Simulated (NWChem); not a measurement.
# One shape, several levels: singlet CF+

Wanted: a comparison of 6 runs (HF/STO-3G, r2SCAN/cc-pVTZ, B3LYP/6-31G*, M06-2X/cc-pVTZ, PBE/cc-pVTZ, SVWN5/cc-pVTZ) of singlet CF+. 

The calculation is run with NWChem 7.3.0.

27 further runs of the same task are left out: 27 set aside as unsound or not needed.

## Step 1: The molecule

CF+: 2 atoms, total charge +1, spin state singlet. As SMILES of the parent species, `[C]F`. The coordinates come from a PBE0-D4/def2-TZVP relaxation. That shape belongs to the parent species and isn't relaxed for this state.

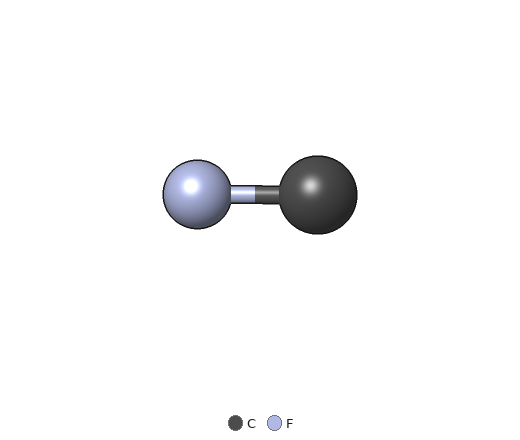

Viewed from a chosen angle; carbon dark grey, fluorine light blue.

## Step 2: A single-point energy at HF/STO-3G (run 1)

File run.py:

```python
from ase import Atoms
from ase.calculators.nwchem import NWChem

molecule = Atoms(['C', 'F'], positions=[
    [-0.000000, 0.000000, 0.003080],
    [0.000000, -0.000000, 1.271320],
])

calc = NWChem(
    label='cf',
    theory='scf',
    memory='2200 mb',
    basis='STO-3G',
    basispar='spherical bse',
    charge=1,
    scf={'nopen': '0', 'rhf': None, 'thresh': '1e-08', 'maxiter': '80'},
    task='energy',
)
molecule.calc = calc

print(f"energy = {molecule.get_potential_energy():.6f} eV")
print("dipole (e A):", molecule.get_dipole_moment().round(4))
```

Run with:

```bash
export ASE_NWCHEM_COMMAND="nwchem PREFIX.nwi > PREFIX.nwo"
python run.py
```

Log:

```text
energy = -3674.450485 eV
dipole (e A): [-0.      0.      0.4404]
```

The calculator wrote cf.nwi:

```
title "cf"

permanent_dir cf

scratch_dir cf

start cf

geometry units angstrom nocenter noautosym noautoz
  C  -0.0000000000000000e+00 0.0000000000000000e+00 3.0799999999999998e-03
  F  0.0000000000000000e+00 -0.0000000000000000e+00 1.2713200000000000e+00
end

charge 1

memory 2200 mb

basis spherical bse noprint
   * library STO-3G
end

scf
  nopen 0
  rhf
  thresh 1e-08
  maxiter 80
end

task scf energy
```

cf.nwo:

```text
Northwest Computational Chemistry Package (NWChem) 7.3.0
             --------------------------------------------------------

           Job information
           ---------------

    nwchem branch   = 7.3.0
    use scalapack   = T
    input           = cf.nwi
    prefix          = cf.
    data base       = cf/cf.db
    status          = startup
    nproc           =        1

           Memory information
           ------------------

    heap     =     72089598 doubles =      550.0 Mbytes
    stack    =     72089595 doubles =      550.0 Mbytes
    global   =    144179200 doubles =     1100.0 Mbytes (distinct from heap & stack)
    total    =    288358393 doubles =     2200.0 Mbytes
    verify   = yes
    hardfail = no

           Directory information
           ---------------------

  0 permanent = cf
  0 scratch   = cf

                                NWChem Input Module
                                -------------------

                                        cf
                                        --

[... 91 lines left out ...]
 Convergence threshold     :          1.000E-08
[... 13 lines left out ...]
       Final RHF  results
[... 3 lines left out ...]
      One-electron energy =   -225.389805003655
[... 1 line left out ...]
 Nuclear repulsion energy =     22.531674955831
[... 18 lines left out ...]
                       ROHF Final Molecular Orbital Analysis
[... 61 lines left out ...]
 center of mass
 --------------
 x =   0.00000000 y =   0.00000000 z =   1.47467233

 moments of inertia (a.u.)
 ------------------
          42.243467551578           0.000000000000           0.000000000000
           0.000000000000          42.243467551578           0.000000000000
           0.000000000000           0.000000000000           0.000000000000

  Mulliken analysis of the total density
  --------------------------------------

    Atom       Charge   Shell Charges
 -----------   ------   -------------------------------------------------------
    1 C    6     5.13   2.00  1.81  1.33
    2 F    9     8.87   2.00  1.95  4.92

       Multipole analysis of the density wrt the origin
       ------------------------------------------------

     L   x y z        total         open         nuclear
     -   - - -        -----         ----         -------
     0   0 0 0      1.000000      0.000000     15.000000

     1   1 0 0     -0.000000      0.000000      0.000000
[... 8 lines of this table left out ...]
     2   0 0 2     -5.536457      0.000000     51.945943

 Task  times  cpu:        0.1s     wall:        0.1s
 Total times  cpu:        0.1s     wall:        0.1s
```

Wall time 1.2 s (1 thread of Intel Xeon 6975P-C (Granite Rapids), shared host); peak memory 0.096 GiB.

## Step 3: A single-point energy at r2SCAN/cc-pVTZ (run 2)

File job.nw:

```
start job
title "CF r2SCAN"
memory stack 880 mb heap 220 mb global 1100 mb
charge 1

geometry units angstroms noautosym nocenter noautoz
  C     0.000000    0.000000    0.003080
  F     0.000000    0.000000    1.271320
end

basis "ao basis" spherical bse
  * library cc-pVTZ
end

dft
  xc r2scan
  grid xfine
  convergence energy 1e-08
  iterations 100
  mulliken
  print low
end

task dft energy
```

Run with:

```bash
nwchem job.nw > job.out
```

Log:

```text
[...]
 d= 0,ls=0.0,diis     1   -137.0747660264 -1.60D+02  3.43D-02  4.23D+00     1.0
[...]
 d= 0,ls=0.0,diis    10   -137.4086815540 -3.81D-10  2.60D-08  3.47D-11     7.1
         Total DFT energy =     -137.408681553986
      One electron energy =     -227.935896462532
           Coulomb energy =       83.238700824957
    Exchange-Corr. energy =      -15.243160872243
 Nuclear repulsion energy =       22.531674955831
[...]
      Total Density - Mulliken Population Analysis
     ---------------------------------------------
    Atom       Charge   Shell Charges
 -----------   ------   -------------------------------------------------------
    1 C    6     5.25   1.95  0.29  1.16  0.46  0.45  0.73  0.09  0.03  0.08  0.02
    2 F    9     8.75   1.94  0.29  1.10  0.56  1.53  2.35  0.95  0.00  0.02  0.00
[...]
```

It took 7.8 s on 1 thread of Intel Xeon 6975P-C (Granite Rapids), shared host; peak memory 0.11 GiB.

Runs 3 to 5 aren't shown in full; the table further down has their settings and results.

## Step 4: The energy at SVWN5/cc-pVTZ (run 6)

File m1.nw:

```
start m1
title "CF"
memory stack 880 mb heap 220 mb global 1100 mb
charge 1
geometry units angstroms noautosym nocenter noautoz
 C        0.000000       0.000000       0.003080
 F        0.000000       0.000000       1.271320
end
basis spherical bse
 C library cc-pVTZ
 F library cc-pVTZ
end
dft
 xc slater vwn_5
 grid xfine
 convergence energy 1e-08
 maxiter 100
 mulliken
 print medium
end
task dft energy
```

Run with:

```bash
nwchem m1.nw > m1.out
```

Log:

```text
[...]
          Wavefunction type:  closed shell.
          No. of atoms     :     2
          No. of electrons :    14
[...]
          Charge           :     1
          Spin multiplicity:     1
[...]
          AO basis - number of functions:    60
[...]
              XC Information
              --------------
                        Slater Exchange Functional  1.000 local
                      VWN V Correlation Functional  1.000 local
[...]
 d= 0,ls=0.0,diis     1   -136.1130918559 -1.59D+02  3.62D-02  5.38D+00     0.4
[...]
 d= 0,ls=0.0,diis    10   -136.4817061287 -4.00D-09  2.20D-08  9.04D-12     2.5
         Total DFT energy =     -136.481706128686
      One electron energy =     -227.770585467785
           Coulomb energy =       83.012138731964
    Exchange-Corr. energy =      -14.254934348696
 Nuclear repulsion energy =       22.531674955831
[...]
      Total Density - Mulliken Population Analysis
     ---------------------------------------------
    Atom       Charge   Shell Charges
 -----------   ------   -------------------------------------------------------
    1 C    6     5.29   1.91  0.31  1.15  0.50  0.47  0.72  0.10  0.03  0.08  0.02
    2 F    9     8.71   1.92  0.30  1.09  0.57  1.55  2.27  0.97  0.00  0.02  0.00
[...]
```

Run time: 3.3 s. Hardware: 1 thread of Intel Xeon 6975P-C (Granite Rapids), shared host; peak memory 0.11 GiB.

## Step 5: The series

```
run                               level  iteration cap  module  energy (Eh)  HOMO energy (eV)  LUMO energy (eV)  HOMO–LUMO gap (eV)  wall time
  1                           HF/STO-3G             80     scf  -135.033566            -25.36             -7.08               18.28      1.2 s
  2                      r2SCAN/cc-pVTZ            100     dft  -137.408682                 –                 –                   –      7.8 s
  3  B3LYP/6-31G* (spherical functions)            100     dft  -137.421410            -22.04            -13.71                8.33      2.7 s
  4                      M06-2X/cc-pVTZ            100     dft  -137.429125            -23.99            -12.07               11.92      8.7 s
  5                         PBE/cc-pVTZ            100     dft  -137.337135            -20.52            -14.73                5.80      6.9 s
  6                       SVWN5/cc-pVTZ            100     dft  -136.481706            -20.55            -14.99                5.56      3.3 s
```

## Step 6: What came out

```
            quantity          value
 run 6: total energy  -136.48171 Eh
  run 6: HOMO energy      -20.55 eV
  run 6: LUMO energy      -14.99 eV
run 6: HOMO–LUMO gap        5.56 eV
```

Over runs 1, 3, 4, 5, 6 the HOMO–LUMO gap runs from 5.56 eV (SVWN5/cc-pVTZ) to 18.28 eV (HF/STO-3G). The two ends differ in method and basis. Totals of different functionals can't be ranked against each other. In run 1 the basis is minimal, so the values are rough. All runs together took 31 s, the longest 8.7 s.
